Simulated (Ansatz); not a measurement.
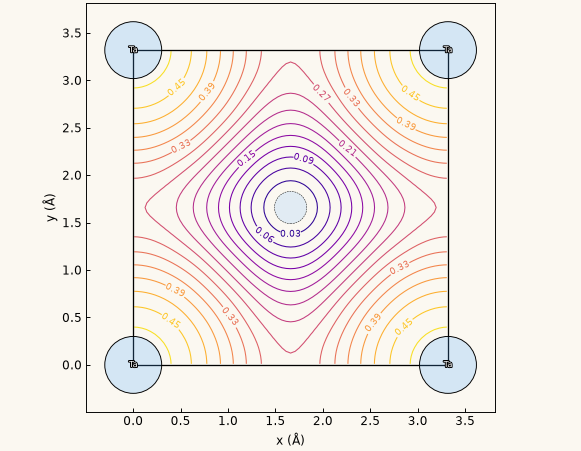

Energy landscape of Li on a Ta(100) slab cut from the Im-3m phase, its upper half relaxed before the scan (16 atoms of substrate and one adsorbate in a 2 × 2 cell). 
- Li is moved over the surface cell; relaxed at each place: the height of the adsorbate's atoms; substrate rigid; the origin of the map has the adsorbate above Ta13.
- Places are given modulo a cell vector. The map is drawn in real space over the plane of the surface.
- The scan uses an 8 × 8 grid; 15 points were computed and 49 follow by symmetry.
- Places are given in fractions of the 1 × 1 surface cell.
- All energies are given in eV relative to the lowest grid point.
- All numbers below come from Ansatz 0.2.0, DFT PBE, scalar-relativistic, plane waves, PAW. Settings: cutoff 420 eV, k-mesh 4×4×1, gaussian smearing 0.1 eV, no spin polarisation.

In the figure: contour lines labelled in eV, labelled circles for the atoms of the top layer and small ones for the second layer, the outline of one cell of the plane. Between grid points the surface is interpolated. 

Question: Describe this landscape.

Answer: The lowest grid point is at a fourfold hollow over a second-layer Ta atom, (4/8, 4/8) of the cell vectors. It is the only kind of minimum in the scanned range. The highest grid point, the top site over a surface Ta atom, (0/8, 0/8) of the cell vectors, lies 0.503 eV above the lowest. On the interpolated surface the easiest way out of the lowest well to its copy in the next cell or period passes a barrier of about 0.27 eV. At the lowest point the adsorbate has 4 Ta at 3.11 Å as nearest neighbours, at the highest 1 Ta at 2.81 Å. Its relaxed height above the top atom is 2.04 Å at the lowest and 2.81 Å at the highest point.

Time for the 15 points that were run: 17 min on 8 threads of Arm Neoverse N1, on a shared host.

PAW datasets: the set soft_1.
